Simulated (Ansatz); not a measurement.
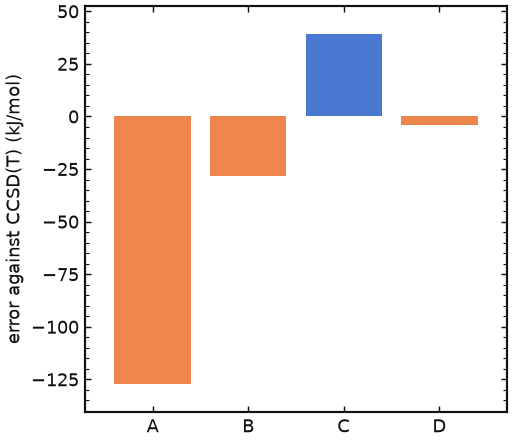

Error in the electronic atomisation energy (method less reference, so positive means overbinding) of C₃H₄AlF, SMILES C=[C]1[AlH][C@H]1F, singlet: functionals in def2-TZVPP against frozen-core CCSD(T) at the limit (MP2 extrapolated from triple and quadruple zeta, plus CCSD(T) less MP2 in a smaller set), which gives 3341.1 kJ/mol, at a PBE0-D4/def2-TZVP geometry (a minimum by its frequencies), no zero-point or spin-orbit term, the Ansatz code 0.2.0. The reference leaves out core correlation, a term that grows with the number of heavy atoms. B2PLYP and PBE-QIDH hold a correlation term that converges slowly with the basis, so part of the distance to the limit is basis error. No dispersion term is added to B2PLYP and PBE-QIDH.

> The letters stand for B2PLYP, BHLYP-D4, PBE-QIDH and PBE0-D4. Which is which?

A: BHLYP-D4 (−127.3 kJ/mol); B: B2PLYP (−28.2 kJ/mol); C: PBE0-D4 (39.3 kJ/mol); D: PBE-QIDH (−3.9 kJ/mol).
